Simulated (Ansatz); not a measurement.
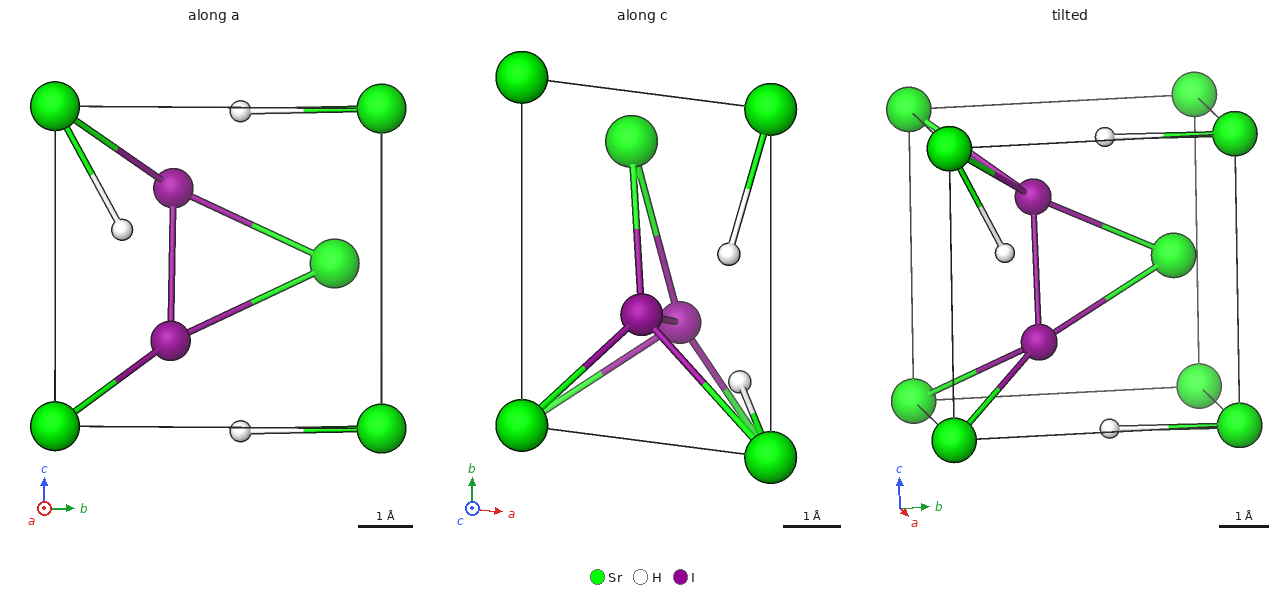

We look at a ball-and-stick model of the crystal along the a axis, along the c axis and slightly off an axis. The simulation cell is drawn as a box. Cell: a = 4.481 Å, b = 6.192 Å, c = 6.043 Å, α = 89.76°, β = 95.05°, γ = 97.33°.

Summary of the structure:

- The solid is SrHI.
- There is no symmetry operation other than the lattice translations (P1).
- The atoms show no order inside the cell.
- In the cell are 2 Sr, 2 H, 2 I, which makes 2 formula units.
- Numbers of contacts at bonding distance: Sr 5 to 6 (mean 5.5), H 1 to 2 (mean 1.5) and I 6.

This is a made-up disordered cell, not relaxed. It went into a calculation with Ansatz.

At this level of theory the cell isn't at rest (forces up to 1.7 eV/Å), so its distances can differ from those at equilibrium, the more so the softer the solid.
